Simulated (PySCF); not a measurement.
# C4H6F2NO (doublet): what the fields show

Input file:

```
{"job": {"kind": "epr", "basis": "pcH-1"}, "charge": 0, "multiplicity": 2}
C     -2.148387     0.206829    -0.206322
C     -0.678537     0.074546     0.119564
N     -0.243167    -0.155018     1.324116
C      0.209331     0.227787    -0.950801
O      1.560094     0.165093    -0.963420
C      2.264634    -0.236303     0.140282
F      3.484831     0.318143     0.052410
F      2.458244    -1.574840     0.097813
H     -2.679300    -0.680785     0.134471
H     -2.561130     1.065393     0.322034
H     -2.319038     0.333441    -1.270618
H     -0.983998    -0.220872     2.016308
H     -0.154051     0.460579    -1.939498
H      1.789798     0.015535     1.101494
```

Command:

```sh
OMP_NUM_THREADS=1 python probes_run.py task.json out
```

Geometry: GFN2-xTB.

Theory: UKS B3LYP, pcH-1 on C F H N O, non-relativistic, mean-field spin-orbit, GIAO (PySCF 2.14.0, density-fitted response routines).

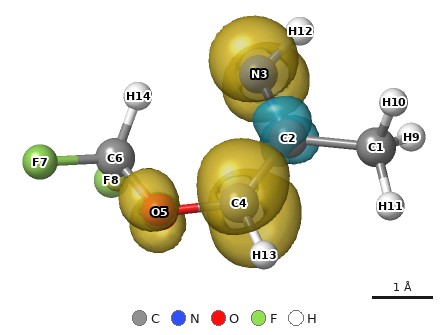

Figure 1. Isosurfaces of the spin density at +0.03 (yellow) and −0.03 e/Å³ (cyan), seen at a tilt.

Question: Which atoms carry the spin?

Answer: The unpaired spin (1 electron) lies mostly on C4 (about 0.4), N3 (about 0.4) and O5 (about 0.1), in electrons by Hirshfeld's partition.

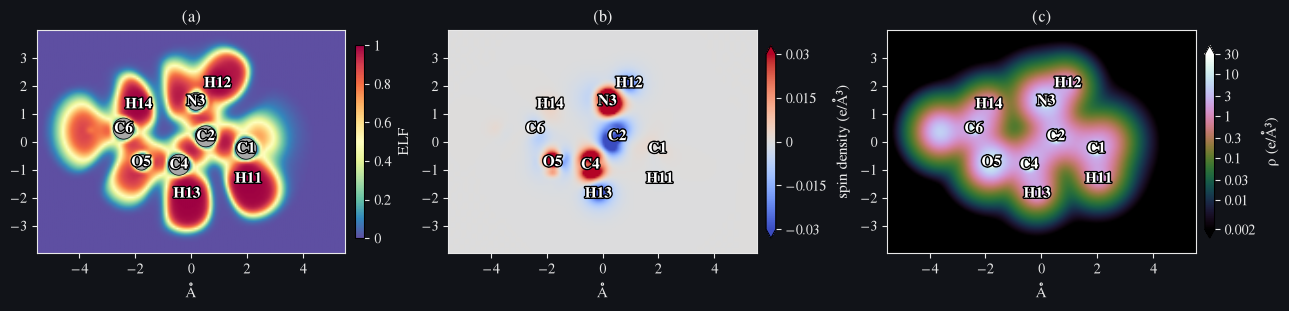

Figure 2. (a) ELF; (b) spin density (α minus β); (c) total electron density on the plane of atoms C2, C4 and O5. Grey discs cover the atomic cores in the ELF map.

Question: What do the fields say about this system?

Answer: The section cuts through C, N, O and H sites.
C–N (1.30 Å): ρ at the midpoint is about 2.6 e/Å³; the ELF peaks at about 0.90 between the atoms; a covalent bond.
C–O (1.35 Å): the density is about 2.3 e/Å³ at the midpoint, with its minimum of 1.9 e/Å³ about 0.5 Å from C; the ELF peaks at about 0.90 between the atoms; a shared but strongly polarised pair.
C–C (1.40 Å): ρ at the midpoint is about 2.1 e/Å³; the ELF peaks at about 0.95 between the atoms (a covalent bond).
N–H (1.02 Å): ρ at the midpoint is about 2.8 e/Å³; the ELF climbs to about 1 towards the hydrogen, as it does in any bond to H; an ordinary covalent bond to hydrogen.
C–C (1.51 Å): ρ is about 1.7 e/Å³ halfway; the ELF peaks at about 0.95 between the atoms; a covalent bond.
The ELF also peaks beside O5 and F7, away from the bonds: non-bonding electrons, paired or unpaired.

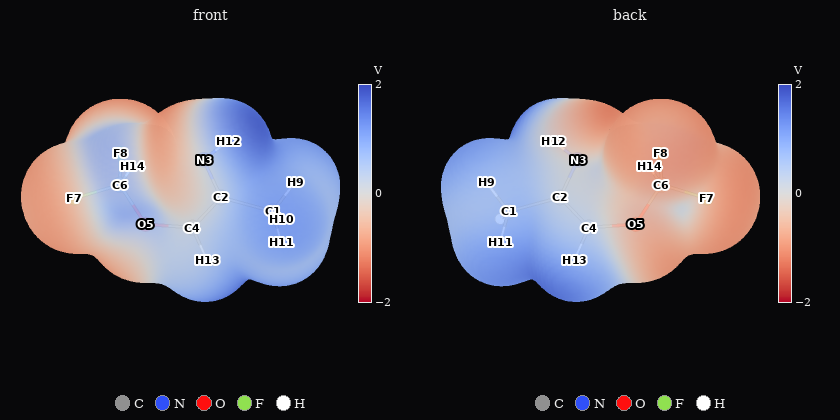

Figure 3. The electrostatic potential painted on the density surface at 0.002 e/bohr³, seen from the front and from behind; red is negative and blue positive.

Question: Which sites attract a positive test charge, and which a negative one?

Answer: A positive charge is drawn to the negative regions and a negative charge to the positive ones. The most negative region (about −1.1 V) lies over N3 and F8, the most positive (about +1.7 V) over H12.
